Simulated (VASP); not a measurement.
Band structure of Li₃YSb₂ (space group P-3m1). Level of theory: PBEsol GGA, VASP's PBE PAW potentials (set 64) (plane waves; VASP).

Unless said otherwise, spin-orbit coupling is left out, though it shifts the bands of the heavy elements here.

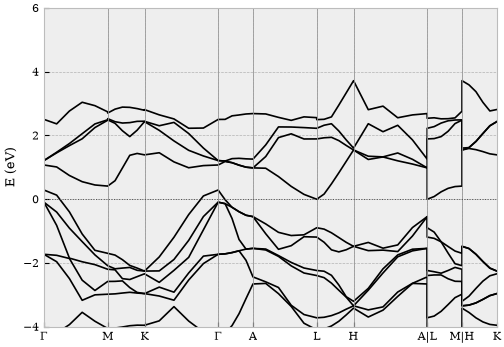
Figure. Bands along high-symmetry lines, zero at the valence-band maximum or, without a gap, the Fermi level

### Question
Read the plot: is there a gap, and where are the band edges?

### Answer
It has no gap at this level: it comes out as a metal or semimetal.

The structure comes from a computed database's Li3YSb2 entry (P-3m1); how it stands against other phases isn't given here. The cell was not relaxed at this level.
